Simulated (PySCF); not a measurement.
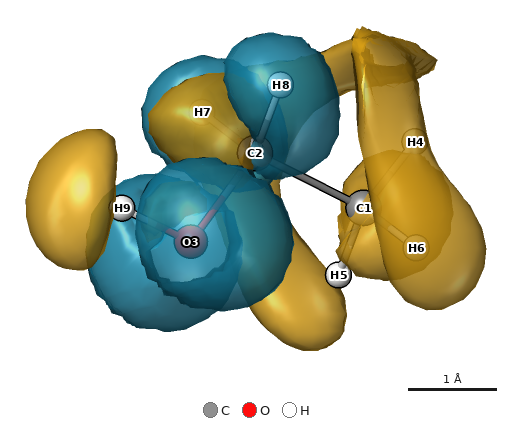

Figure. C2H6O, SMILES `CCO`. Unrelaxed difference density of S₂ less the ground state (TDA singlet states), ±0.015 e/Å³; yellow: gain, teal: loss.

Level of theory: PBE0/cc-pVDZ (PySCF), at a geometry from GFN2-xTB. No frequency check shows the geometry to be a minimum. Without diffuse functions Rydberg states are missing, so the states' numbers hold for this basis only.

Input

```python
import numpy as np
from pyscf import gto, scf, dft, tdscf
from pyscf.scf import atom_ks, atom_hf
from scipy.linalg import block_diag

def solve(mol, dm0=None, hcore=None):
    mf = (dft.UKS if mol.spin else dft.RKS)(mol, xc='pbe0')
    mf.grids.level = 3
    mf = mf.density_fit(auxbasis='def2-universal-jkfit')
    mf.conv_tol, mf.max_cycle = 1e-8, 80
    if hcore is not None:
        mf.get_hcore = lambda *args: hcore
    mf.kernel(dm0)
    if not mf.converged:
        mf = mf.newton().run(mf.mo_coeff, mf.mo_occ, max_cycle=30)
    assert mf.converged, 'SCF not converged'
    return mf

mol = gto.M(atom='''
C      1.22712    -0.21960    -0.00021
C     -0.08902     0.54208    -0.00007
O     -1.14696    -0.39404    -0.00016
H      2.06111     0.47643     0.00099
H      1.28597    -0.85103    -0.88135
H      1.28460    -0.85261     0.88168
H     -0.14807     1.18563    -0.89004
H     -0.14945     1.18404     0.89180
H     -1.98705     0.07500    -0.00016
''', basis='cc-pvdz', charge=0, spin=0, verbose=4)
mf = solve(mol)
td = mf.TDA()
td.nstates, td.singlet, td.conv_tol = 4, True, 1e-5
td.kernel()
td.analyze()
x, y = np.array([p[0] for p in td.xy]), np.array([p[1] + 0 * p[0] for p in td.xy])
f, mu = td.oscillator_strength(), td.transition_dipole()
nto = [td.get_nto(state=i + 1, verbose=4) for i in range(len(td.e))]
# spherically averaged free atoms, for the promolecule
atm = atom_ks.get_atm_nrks(mol, xc='pbe0')
pro = block_diag(*[(atm[a[0]][2] * atm[a[0]][3]) @ atm[a[0]][2].T for a in mol._atom])
np.savez('result.npz', e=td.e, f=f, ok=td.converged, w=[n[0] for n in nto], nto=[n[1] for n in nto], x=x, y=y, c=mf.mo_coeff, occ=mf.mo_occ, eps=mf.mo_energy, pro=pro, mu=mu)
```

Command:

```sh
OMP_NUM_THREADS=1 python input.py
```

The run took 30 s on 1 thread of Intel(R) Xeon(R) 6975P-C (Granite Rapids), on a shared host, peak memory 0.44 GiB.

Q: How does the charge move on excitation?

A: 0.82 e is displaced in all, of which about 0.6 e passes between atoms: O3 (0.55 e) loses electrons and C1 (0.12 e) and H4 (0.11 e) gain them. The state: 8.71 eV (142 nm), f = 0.014, partly diffuse acceptor orbital, which a basis without diffuse functions describes poorly; the leading pair carries 100 %; hole on O3 (63 %), C2 (14 %) and H7 and H8 (8 % each), electron on C1 (14 %), C2 (13 %) and H4, H5, H6, H7, H8 and H9 (11 % each) (atom shares of so diffuse an orbital are rough); their centroids lie 1.2 Å apart.
